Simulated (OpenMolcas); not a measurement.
ZrF: relativistic diatomic calculation (part 2 of 2)

The same run, continued: ZrF. Method: SA-CASSCF(9,9)/XMS-CASPT2 + RASSI spin-orbit (X2C scalar, AMFI), ANO-RCC-VDZP (OpenMolcas).

### Output (extracts), continued
```
++ Dipole transition strengths (spin-free states):
     for osc. strength at least  1.00000000E-05
      From   To        Osc. strength     Einstein coefficients Ax, Ay, Az (sec-1)    Total A (sec-1)
         1    7       2.27678186E-02  0.00000000E+00  0.00000000E+00  4.88875329E+06  4.88875329E+06
         1    8       1.18725813E-03  0.00000000E+00  0.00000000E+00  2.54933709E+05  2.54933709E+05
         2    7       1.18759745E-03  0.00000000E+00  0.00000000E+00  2.55000898E+05  2.55000898E+05
         2    8       2.27697661E-02  0.00000000E+00  0.00000000E+00  4.88918462E+06  4.88918462E+06
        10   13       8.75207733E-02  0.00000000E+00  0.00000000E+00  1.99177688E+07  1.99177688E+07
         3    9       6.72431407E-03  0.00000000E+00  0.00000000E+00  3.25353613E+05  3.25353613E+05
 Electric-quadrupole - electric-quadrupole not included
 Electric-dipole - electric-octupole not included
 Electric-dipole - magnetic-quadrupole not included
   Eigenvalues of complex Hamiltonian:
  (Shifted by EMIN (a.u.) =      -3696.2113268375)
 SO State       Relative EMIN(au)   Rel lowest level(eV)    D:o, cm**(-1)      Omega
     1            -0.0014355501        0.0000000000              0.0000         1.5
     2            -0.0014355501        0.0000000000              0.0000         1.5
     3             0.0014330270        0.0780579592            629.5799         2.5
     4             0.0014330270        0.0780579592            629.5799         2.5
     5             0.0139873735        0.4196791310           3384.9405         0.5
     6             0.0139873735        0.4196791310           3384.9405         0.5
     7             0.0141406190        0.4238491521           3418.5740         1.5
     8             0.0141406190        0.4238491521           3418.5740         1.5
     9             0.0437288003        1.2289845835           9912.4292         0.5
    10             0.0437288003        1.2289845835           9912.4292         0.5
    11             0.0456287757        1.2806855477          10329.4256         0.5
    12             0.0456287757        1.2806855477          10329.4256         0.5
    13             0.0465773074        1.3064964085          10537.6042         1.5
    14             0.0465773074        1.3064964085          10537.6042         1.5
    15             0.0475691753        1.3334865112          10755.2940         2.5
    16             0.0475691753        1.3334865112          10755.2940         2.5
    17             0.0486091243        1.3617849642          10983.5365         3.5
    18             0.0486091243        1.3617849642          10983.5365         3.5
    19             0.0501752742        1.4044020731          11327.2666         4.0
    20             0.0501752742        1.4044020731          11327.2666         4.0
    21             0.0501817656        1.4045787137          11328.6913         4.0
    22             0.0501817656        1.4045787137          11328.6913         4.0
    23             0.0516741010        1.4451872300          11656.2211         0.5
    24             0.0516741010        1.4451872300          11656.2211         0.5
    25             0.0816408688        2.2606245225          18233.1664         2.5
    26             0.0816408688        2.2606245225          18233.1664         2.5
    27             0.0819521530        2.2690949960          18301.4854         1.5
    28             0.0819521530        2.2690949960          18301.4854         1.5
    29             0.0827492873        2.2907861260          18476.4362         0.5
    30             0.0827492873        2.2907861260          18476.4362         0.5
    31             0.0983013169        2.7139784106          21889.7121         1.5
    32             0.0983013169        2.7139784106          21889.7121         1.5
    33             0.0983282762        2.7147120111          21895.6290         0.5
    34             0.0983282762        2.7147120111          21895.6290         0.5
 Weights of the five most important spin-orbit-free states for each spin-orbit state.
 SO State  Total energy (au)           Spin-free states, spin, and weights
    1        -0.001436       1 0.5  0.5001    2 0.5  0.4999   12 1.5  0.0000   11 1.5  0.0000    8 0.5  0.0000
    2        -0.001436       1 0.5  0.5001    2 0.5  0.4999   12 1.5  0.0000   11 1.5  0.0000    8 0.5  0.0000
    3         0.001433       2 0.5  0.5001    1 0.5  0.4999   11 1.5  0.0000   12 1.5  0.0000    7 0.5  0.0000
    4         0.001433       2 0.5  0.5001    1 0.5  0.4999   11 1.5  0.0000   12 1.5  0.0000    7 0.5  0.0000
    5         0.013987      10 1.5  0.9955    3 0.5  0.0039    9 0.5  0.0005    6 0.5  0.0000   13 1.5  0.0000
    6         0.013987      10 1.5  0.9955    3 0.5  0.0039    9 0.5  0.0005    6 0.5  0.0000   13 1.5  0.0000
    7         0.014141      10 1.5  1.0000   12 1.5  0.0000   11 1.5  0.0000   13 1.5  0.0000    9 0.5  0.0000
    8         0.014141      10 1.5  1.0000   12 1.5  0.0000   11 1.5  0.0000   13 1.5  0.0000    9 0.5  0.0000
    9         0.043729       3 0.5  0.9612    6 0.5  0.0348   10 1.5  0.0039   13 1.5  0.0002    9 0.5  0.0000
   10         0.043729       3 0.5  0.9612    6 0.5  0.0348   10 1.5  0.0039   13 1.5  0.0002    9 0.5  0.0000
   11         0.045629      11 1.5  0.5000   12 1.5  0.5000   10 1.5  0.0000   13 1.5  0.0000    9 0.5  0.0000
   12         0.045629      11 1.5  0.5000   12 1.5  0.5000   10 1.5  0.0000   13 1.5  0.0000    9 0.5  0.0000
   13         0.046577      11 1.5  0.4994   12 1.5  0.4993    8 0.5  0.0006    7 0.5  0.0006    2 0.5  0.0000
   14         0.046577      11 1.5  0.4994   12 1.5  0.4993    8 0.5  0.0006    7 0.5  0.0006    2 0.5  0.0000
   15         0.047569      12 1.5  0.4993   11 1.5  0.4992    7 0.5  0.0007    8 0.5  0.0007    2 0.5  0.0000
   16         0.047569      12 1.5  0.4993   11 1.5  0.4992    7 0.5  0.0007    8 0.5  0.0007    2 0.5  0.0000
   17         0.048609      12 1.5  0.5000   11 1.5  0.5000   10 1.5  0.0000   13 1.5  0.0000    9 0.5  0.0000
   18         0.048609      12 1.5  0.5000   11 1.5  0.5000   10 1.5  0.0000   13 1.5  0.0000    9 0.5  0.0000
   19         0.050175       4 0.5  1.0000    6 0.5  0.0000    5 0.5  0.0000    3 0.5  0.0000   10 1.5  0.0000
   20         0.050175       4 0.5  1.0000    6 0.5  0.0000    5 0.5  0.0000    3 0.5  0.0000   10 1.5  0.0000
   21         0.050182       5 0.5  1.0000    4 0.5  0.0000    6 0.5  0.0000    3 0.5  0.0000   10 1.5  0.0000
   22         0.050182       5 0.5  1.0000    4 0.5  0.0000    6 0.5  0.0000    3 0.5  0.0000   10 1.5  0.0000
   23         0.051674       6 0.5  0.9645    3 0.5  0.0347    9 0.5  0.0007   10 1.5  0.0001   13 1.5  0.0000
   24         0.051674       6 0.5  0.9645    3 0.5  0.0347    9 0.5  0.0007   10 1.5  0.0001   13 1.5  0.0000
   25         0.081641       7 0.5  0.5001    8 0.5  0.4985   12 1.5  0.0007   11 1.5  0.0007    2 0.5  0.0000
   26         0.081641       7 0.5  0.5001    8 0.5  0.4985   12 1.5  0.0007   11 1.5  0.0007    2 0.5  0.0000
   27         0.081952       8 0.5  0.5002    7 0.5  0.4985   11 1.5  0.0006   12 1.5  0.0006    1 0.5  0.0000
   28         0.081952       8 0.5  0.5002    7 0.5  0.4985   11 1.5  0.0006   12 1.5  0.0006    1 0.5  0.0000
   29         0.082749       9 0.5  0.9978   13 1.5  0.0010    6 0.5  0.0007   10 1.5  0.0005    3 0.5  0.0000
   30         0.082749       9 0.5  0.9978   13 1.5  0.0010    6 0.5  0.0007   10 1.5  0.0005    3 0.5  0.0000
   31         0.098301      13 1.5  1.0000   11 1.5  0.0000   12 1.5  0.0000   10 1.5  0.0000    9 0.5  0.0000
   32         0.098301      13 1.5  1.0000   11 1.5  0.0000   12 1.5  0.0000   10 1.5  0.0000    9 0.5  0.0000
   33         0.098328      13 1.5  0.9988    9 0.5  0.0010    3 0.5  0.0002   10 1.5  0.0000    6 0.5  0.0000
   34         0.098328      13 1.5  0.9988    9 0.5  0.0010    3 0.5  0.0002   10 1.5  0.0000    6 0.5  0.0000
++ Dipole transition strengths (SO states):
        for osc. strength at least   1.00000000E-05
      From   To        Osc. strength     Einstein coefficients Ax, Ay, Az (sec-1)    Total A (sec-1)
         1   14       2.25824442E-05  0.00000000E+00  0.00000000E+00  1.67261865E+03  1.67261865E+03
         1   27       2.43456514E-02  0.00000000E+00  0.00000000E+00  5.43921599E+06  5.43921599E+06
         2   13       2.25824442E-05  0.00000000E+00  0.00000000E+00  1.67261865E+03  1.67261865E+03
         2   28       2.43456514E-02  0.00000000E+00  0.00000000E+00  5.43921599E+06  5.43921599E+06
         3   15       2.35618750E-05  0.00000000E+00  0.00000000E+00  1.61140015E+03  1.61140015E+03
         3   25       2.35165818E-02  0.00000000E+00  0.00000000E+00  4.86092299E+06  4.86092299E+06
         4   16       2.35618750E-05  0.00000000E+00  0.00000000E+00  1.61140015E+03  1.61140015E+03
         4   26       2.35165818E-02  0.00000000E+00  0.00000000E+00  4.86092299E+06  4.86092299E+06
         5    9       1.05857350E-04  0.00000000E+00  0.00000000E+00  3.00853800E+03  3.00853800E+03
         5   29       1.48341912E-04  0.00000000E+00  0.00000000E+00  2.25356800E+04  2.25356800E+04
         5   33       8.70555978E-02  0.00000000E+00  0.00000000E+00  1.98968385E+07  1.98968385E+07
         6   10       1.05857350E-04  0.00000000E+00  0.00000000E+00  3.00853800E+03  3.00853800E+03
         6   30       1.48341912E-04  0.00000000E+00  0.00000000E+00  2.25356800E+04  2.25356800E+04
         6   34       8.70555978E-02  0.00000000E+00  0.00000000E+00  1.98968385E+07  1.98968385E+07
         7   31       8.75207733E-02  0.00000000E+00  0.00000000E+00  1.99177688E+07  1.99177688E+07
         8   32       8.75207733E-02  0.00000000E+00  0.00000000E+00  1.99177688E+07  1.99177688E+07
         9   29       6.48738934E-03  0.00000000E+00  0.00000000E+00  3.17370252E+05  3.17370252E+05
         9   33       3.69292062E-04  0.00000000E+00  0.00000000E+00  3.53718523E+04  3.53718523E+04
        10   30       6.48738935E-03  0.00000000E+00  0.00000000E+00  3.17370252E+05  3.17370252E+05
        10   34       3.69292062E-04  0.00000000E+00  0.00000000E+00  3.53718523E+04  3.53718523E+04
        23   29       1.35918584E-04  0.00000000E+00  0.00000000E+00  4.21713209E+03  4.21713209E+03
        24   30       1.35918584E-04  0.00000000E+00  0.00000000E+00  4.21713209E+03  4.21713209E+03
 Electric-quadrupole - electric-quadrupole not included
 Electric-dipole - electric-octupole not included
 Electric-dipole - magnetic-quadrupole not included
```

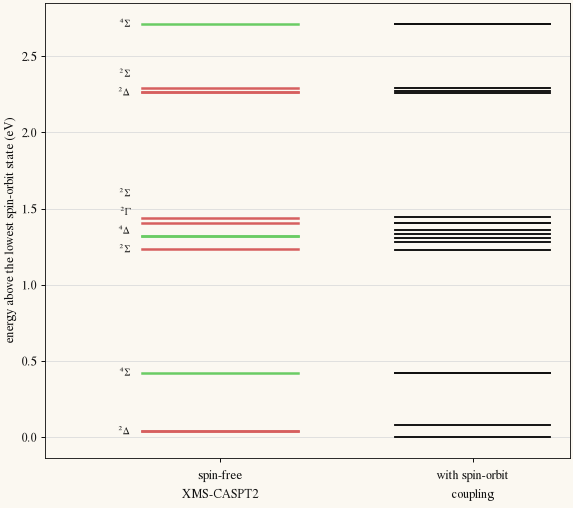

Fig. 2: States up to 3.5 eV at 1.877 Å, without spin-orbit coupling (left, a colour for each spin multiplicity) and with it (right, where close levels merge). The spin-free states run ²Δ (0.00 eV), ⁴Σ (0.38 eV), ²Σ (1.19 eV), ⁴Δ (1.28 eV), ²Γ (1.37 eV), ²Σ (1.40 eV) from the lowest. The lowest spin-orbit levels have |Ω| = 5/2 (0 cm⁻¹), 3/2 (630 cm⁻¹), 1/2 (3,385 cm⁻¹), 3/2 (3,419 cm⁻¹), 1/2 (9,912 cm⁻¹).

Outcome of the run: converged; the ground state isn't settled.
